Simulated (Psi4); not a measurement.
# PBE/cc-pVTZ (sweep point 3) run of BNH3Cl (SMILES NBCl)

What is the energy change on altering one bond length of BNH3Cl at PBE/cc-pVTZ (sweep point 3)? 

The results are computed with Psi4 1.11.

### Step 1. The system as given

BNH3Cl has 6 atoms, charge 0, and is taken as a singlet. SMILES: `NBCl`. Geometry: relaxed at PBE0-D4/def2-TZVP.

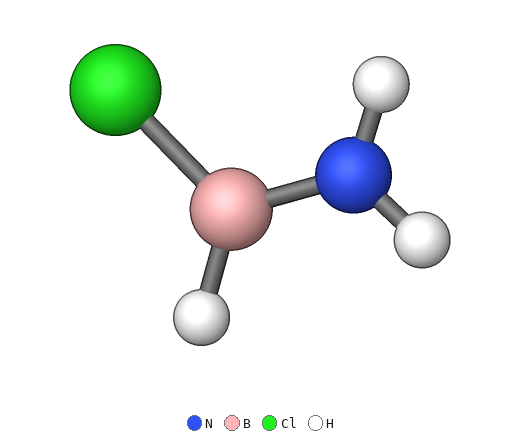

Viewed from a chosen angle; nitrogen blue, boron pink, chlorine green, hydrogen white.

### Step 2. The energy at PBE/cc-pVTZ (sweep point 3)

The input, input.dat:

```
memory 1.6 GB

molecule molecule1 {
  0 1
  N     -0.395600    -0.007800    -0.658000
  B      0.369600    -0.158900     0.483700
  Cl     0.529900     1.189300     1.616000
  H     -0.511800    -0.749300    -1.326600
  H     -0.878600     0.844500    -0.888200
  H      0.928800    -1.181900     0.727100
  units angstrom
  symmetry c1
}

set globals {
  basis                cc-pVTZ
  puream               true
  scf_type             pk
  dft_radial_points    99
  dft_spherical_points 590
}

energy("pbe")
```

Started as:

```console
$ psi4 -i input.dat -o output.dat -n 1
```

output.dat:

```text
[...]
  Running in c1 symmetry.
[...]
  Nuclear repulsion =   85.398153537645072
[...]
  Multiplicity = 1
[...]
  Nalpha       = 16
  Nbeta        = 16
[...]
    Number of basis functions: 136
[...]
   @RKS iter   1:  -541.01706443362571    1.85636e-02   7.25692e-03 DIIS/ADIIS
[...]
   @RKS iter   9:  -541.44253270940339   -1.01328e-07   4.41663e-07 DIIS
[...]
    Orbital Energies [Eh]
    ---------------------
    Doubly Occupied:
       1A   -100.681500     2A    -14.000418     3A     -9.167199
       4A     -6.989245     5A     -6.984151     6A     -6.982500
       7A     -6.536611     8A     -0.813355     9A     -0.743756
      10A     -0.484500    11A     -0.479575    12A     -0.384909
      13A     -0.327029    14A     -0.311884    15A     -0.262662
      16A     -0.257938
[...]
  @RKS Final Energy:  -541.44253270940339
   => Energetics <=
    Nuclear Repulsion Energy =             85.3981535376450722
    One-Electron Energy =                -914.4478206369178679
    Two-Electron Energy =                 327.6654050863021439
    DFT Exchange-Correlation Energy =     -40.0582706964327713
    Empirical Dispersion Energy =           0.0000000000000000
    VV10 Nonlocal Energy =                  0.0000000000000000
    Total Energy =                       -541.4425327094033946
[...]
 Multipole Moments:
 ------------------------------------------------------------------------------------
     Multipole            Electronic (a.u.)      Nuclear  (a.u.)        Total (a.u.)
 ------------------------------------------------------------------------------------
 L = 1.  Multiply by 2.5417464519 to convert [e a0] to [Debye]
 Dipole X            :          1.0363449           -1.5168329           -0.4804881
 Dipole Y            :          2.2915886           -2.5325794           -0.2409908
 Dipole Z            :          3.1622118           -4.0964306           -0.9342188
 Magnitude           :                                                    1.0778266
[...]
```

Run time: 23 s. Hardware: 1 thread of Intel Xeon 6975P-C (Granite Rapids), shared host; peak memory 1.2 GiB.

### Step 3. The distorted shape, same level

The input, job.dat:

```
memory 1600 MB

molecule mol {
  N     -0.778178     0.067746    -1.228817
  B      0.369600    -0.158900     0.483700
  Cl     0.529900     1.189300     1.616000
  H     -0.894378    -0.673754    -1.897417
  H     -1.261178     0.920046    -1.459017
  H      0.928800    -1.181900     0.727100
  symmetry c1
}

set basis cc-pVTZ
set puream true
set scf_type pk
set dft_radial_points 99
set dft_spherical_points 590

e_tot = energy('pbe')
print_variables()
```

Started as:

```console
$ psi4 job.dat job.out -n 1
```

job.out:

```text
[...]
  Running in c1 symmetry.
[...]
  Nuclear repulsion =   74.881022533933276
[...]
  Multiplicity = 1
[...]
  Nalpha       = 16
  Nbeta        = 16
[...]
    Number of basis functions: 136
[...]
   @RKS iter   1:  -540.86799734426882   -1.78697e-01   7.31384e-03 ADIIS/DIIS
[...]
   @RKS iter  11:  -541.31917281510755   -1.54781e-08   1.26762e-07 DIIS
[...]
    Orbital Energies [Eh]
    ---------------------
    Doubly Occupied:
       1A   -100.724133     2A    -13.973569     3A     -9.208327
       4A     -7.030586     5A     -7.025666     6A     -7.023512
       7A     -6.625542     8A     -0.783032     9A     -0.727537
      10A     -0.466778    11A     -0.419218    12A     -0.370628
      13A     -0.338417    14A     -0.327926    15A     -0.281509
      16A     -0.193785
[...]
  @RKS Final Energy:  -541.31917281510755
   => Energetics <=
    Nuclear Repulsion Energy =             74.8810225339332760
    One-Electron Energy =                -893.0758438420647281
    Two-Electron Energy =                 316.7316417102456967
    DFT Exchange-Correlation Energy =     -39.8559932172219007
    Empirical Dispersion Energy =           0.0000000000000000
    VV10 Nonlocal Energy =                  0.0000000000000000
    Total Energy =                       -541.3191728151075495
[...]
 Multipole Moments:
 ------------------------------------------------------------------------------------
     Multipole            Electronic (a.u.)      Nuclear  (a.u.)        Total (a.u.)
 ------------------------------------------------------------------------------------
 L = 1.  Multiply by 2.5417464519 to convert [e a0] to [Debye]
 Dipole X            :          2.1310103           -2.1415588           -0.0105485
 Dipole Y            :          2.3078048           -2.4092175           -0.1014127
 Dipole Z            :          4.9458600           -5.0285389           -0.0826788
 Magnitude           :                                                    0.1312692
[...]
```

Run time: 24 s. Hardware: 1 thread of Intel Xeon 6975P-C (Granite Rapids), shared host; peak memory 1.2 GiB.

### Step 4. Outcome

At PBE/cc-pVTZ (sweep point 3):

```
                                                         quantity          value
                                        first shape: total energy  -541.44253 Eh
                                       first shape: dipole moment         2.74 D
                                         first shape: HOMO energy       -7.02 eV
                                         first shape: LUMO energy       -0.71 eV
                                       first shape: HOMO–LUMO gap        6.31 eV
                                    distorted shape: total energy  -541.31917 Eh
                                   distorted shape: dipole moment         0.33 D
                                     distorted shape: HOMO energy       -5.27 eV
                                     distorted shape: LUMO energy       -2.63 eV
                                   distorted shape: HOMO–LUMO gap        2.64 eV
energy change with the N1–B2 bond stretched from 1.383 to 2.074 Å       3.357 eV
```

In words: With the N1–B2 bond stretched from 1.383 to 2.074 Å the energy rises by 3.36 eV (324 kJ/mol). The first shape isn't relaxed at this level, so the change isn't measured from a minimum.
